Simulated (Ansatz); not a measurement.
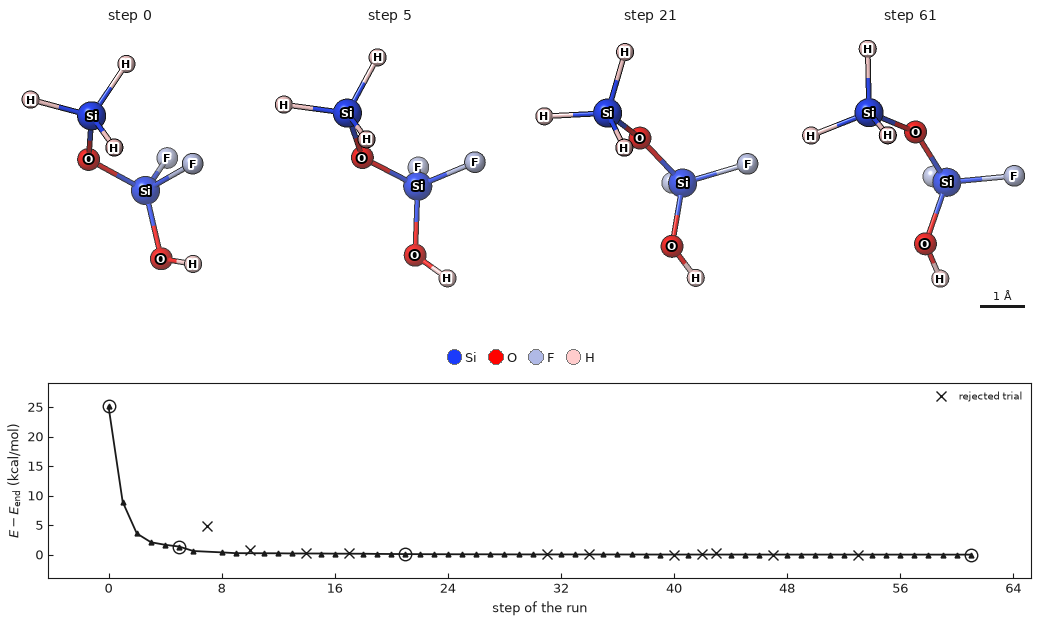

Frames of a relaxation of Si$_{2}$H$_{4}$O$_{2}$F$_{2}$, marked on the history of the run. Style: ball-and-stick. Shown from a free direction.

It is one of the separated reactants of a reaction.

These are results of RKS PBE0-D4/def2-TZVP in Ansatz 0.2.0, not measurements. Set-up: force threshold 0.005 eV/Å; at most 200 steps.

Q: What happens along the run?

A: After 50 accepted moves (61 points after the start) the energy has fallen by 25.1 kcal/mol. Largest force component: 4 eV/Å at the start, 0.0046 eV/Å at the end. The line search rejected the trial steps at points 7, 10, 14, 17, 31, 34, 40, 42 and more of the run. The forces were under the threshold at step 38, but the run went on from there. The atom that moves furthest after the best rigid fit is an O atom (1.29 Å). Largest moves by element: O 1.29 Å, F 1.24 Å, H 1.05 Å, Si 0.57 Å. Near-neighbour distances that change, for instance: O–Si 1.671 → 1.593 Å, F–Si 1.636 → 1.578 Å, O–Si 1.680 → 1.644 Å, O–Si 1.644 → 1.615 Å. Among the angles between lasting bonds that change: Si–O–Si 125.1° → 148.8°, O–Si–F 94.9° → 110.0°, F–Si–O 96.8° → 111.1°. Groups turn about O–Si by about 125°. The run took about 40 s of wall time on a shared GPU. From step 0 to 5: an F atom moves most (0.56 Å), energy −23.7 kcal/mol. From step 5 to 21: an O atom moves most (0.62 Å), energy −1.27 kcal/mol. From step 21 to 61: an H atom moves most (0.51 Å), energy −0.09 kcal/mol.

```json
{"step": "0", "E − E(0), kcal/mol": "0.00", "largest force component, eV/Å": "3.9810", "note": ""}
{"step": "1", "E − E(0), kcal/mol": "-16.16", "largest force component, eV/Å": "1.5571", "note": ""}
{"step": "2", "E − E(0), kcal/mol": "-21.51", "largest force component, eV/Å": "0.6926", "note": ""}
{"step": "3", "E − E(0), kcal/mol": "-22.99", "largest force component, eV/Å": "0.6533", "note": ""}
{"step": "4", "E − E(0), kcal/mol": "-23.42", "largest force component, eV/Å": "0.7178", "note": ""}
{"step": "5", "E − E(0), kcal/mol": "-23.73", "largest force component, eV/Å": "0.2961", "note": ""}
{"step": "6", "E − E(0), kcal/mol": "-24.48", "largest force component, eV/Å": "0.1007", "note": ""}
{"step": "7", "E − E(0), kcal/mol": "-20.24", "largest force component, eV/Å": "2.5602", "note": "rejected"}
{"step": "8", "E − E(0), kcal/mol": "-24.71", "largest force component, eV/Å": "0.2043", "note": ""}
{"step": "9", "E − E(0), kcal/mol": "-24.84", "largest force component, eV/Å": "0.0220", "note": ""}
{"step": "10", "E − E(0), kcal/mol": "-24.31", "largest force component, eV/Å": "0.9440", "note": "rejected"}
{"step": "13", "E − E(0), kcal/mol": "-24.89", "largest force component, eV/Å": "0.0104", "note": ""}
{"step": "15", "E − E(0), kcal/mol": "-24.90", "largest force component, eV/Å": "0.0080", "note": ""}
{"step": "18", "E − E(0), kcal/mol": "-24.94", "largest force component, eV/Å": "0.1126", "note": ""}
{"step": "21", "E − E(0), kcal/mol": "-25.00", "largest force component, eV/Å": "0.0760", "note": ""}
{"step": "23", "E − E(0), kcal/mol": "-25.02", "largest force component, eV/Å": "0.0202", "note": ""}
{"step": "26", "E − E(0), kcal/mol": "-25.03", "largest force component, eV/Å": "0.0252", "note": ""}
{"step": "29", "E − E(0), kcal/mol": "-25.05", "largest force component, eV/Å": "0.0274", "note": ""}
{"step": "31", "E − E(0), kcal/mol": "-25.05", "largest force component, eV/Å": "0.0463", "note": "rejected"}
{"step": "34", "E − E(0), kcal/mol": "-25.00", "largest force component, eV/Å": "0.2287", "note": "rejected"}
{"step": "37", "E − E(0), kcal/mol": "-25.07", "largest force component, eV/Å": "0.0415", "note": ""}
{"step": "40", "E − E(0), kcal/mol": "-25.07", "largest force component, eV/Å": "0.0540", "note": "rejected"}
{"step": "42", "E − E(0), kcal/mol": "-25.02", "largest force component, eV/Å": "0.1308", "note": "rejected"}
{"step": "45", "E − E(0), kcal/mol": "-25.08", "largest force component, eV/Å": "0.0172", "note": ""}
{"step": "48", "E − E(0), kcal/mol": "-25.08", "largest force component, eV/Å": "0.0173", "note": ""}
{"step": "50", "E − E(0), kcal/mol": "-25.08", "largest force component, eV/Å": "0.0044", "note": ""}
{"step": "53", "E − E(0), kcal/mol": "-25.08", "largest force component, eV/Å": "0.0429", "note": "rejected"}
{"step": "56", "E − E(0), kcal/mol": "-25.09", "largest force component, eV/Å": "0.0199", "note": ""}
{"step": "58", "E − E(0), kcal/mol": "-25.09", "largest force component, eV/Å": "0.0059", "note": ""}
{"step": "61", "E − E(0), kcal/mol": "-25.09", "largest force component, eV/Å": "0.0046", "note": ""}
```
